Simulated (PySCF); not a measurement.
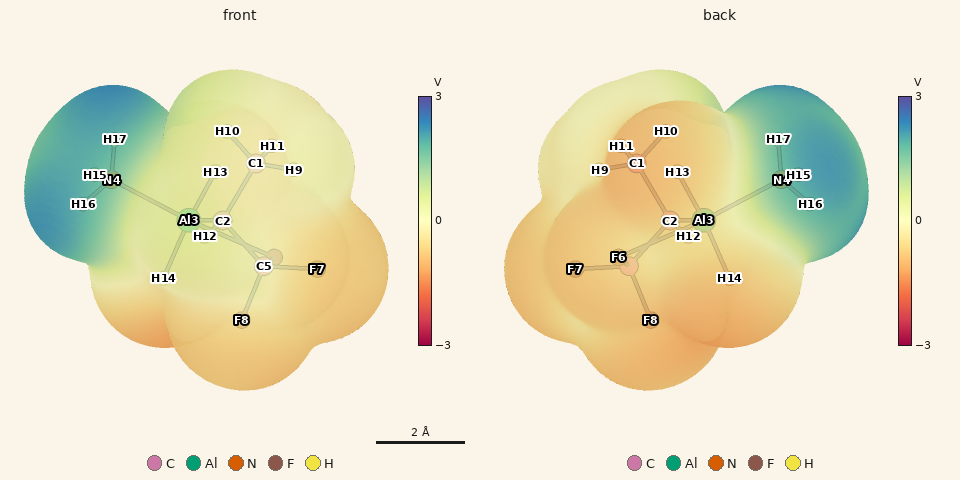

Figure 1: C3H9AlF3N. The electrostatic potential painted on the density surface at 0.001 e/bohr³, seen from the front and from behind; red is negative and blue positive.

Geometry: GFN2-xTB.

Method: PySCF 2.14.0, PBE0/pcSseg-1, SCF density, gas phase, non-relativistic.

```yaml
atoms:
  - { symbol: C, position_ang: [-1.1540, -0.9326, 1.1042] }
  - { symbol: C, position_ang: [-0.7942, 0.3469, 0.3317] }
  - { symbol: Al, position_ang: [0.8932, 0.0028, -0.8302] }
  - { symbol: N, position_ang: [2.3379, 0.4628, 0.5326] }
  - { symbol: C, position_ang: [-1.5579, 0.3849, -0.9462] }
  - { symbol: F, position_ang: [-0.9202, -0.4381, -1.8704] }
  - { symbol: F, position_ang: [-2.8344, -0.0354, -0.9546] }
  - { symbol: F, position_ang: [-1.5602, 1.5902, -1.5237] }
  - { symbol: H, position_ang: [-2.2303, -1.0447, 1.2361] }
  - { symbol: H, position_ang: [-0.6869, -0.9124, 2.0866] }
  - { symbol: H, position_ang: [-0.7812, -1.8065, 0.5639] }
  - { symbol: H, position_ang: [-1.1119, 1.2217, 0.9079] }
  - { symbol: H, position_ang: [1.2536, -1.5106, -0.9669] }
  - { symbol: H, position_ang: [1.2704, 1.0817, -1.8863] }
  - { symbol: H, position_ang: [3.1944, 0.2238, 0.0434] }
  - { symbol: H, position_ang: [2.3709, 1.4529, 0.7667] }
  - { symbol: H, position_ang: [2.3038, -0.0755, 1.3953] }
```

**Which sites attract a positive test charge, and which a negative one?**

A positive charge is drawn to the negative regions and a negative charge to the positive ones. The most negative region (about −1.2 V) lies over F8 and H14, the most positive (about +2.3 V) over H16 and H17.
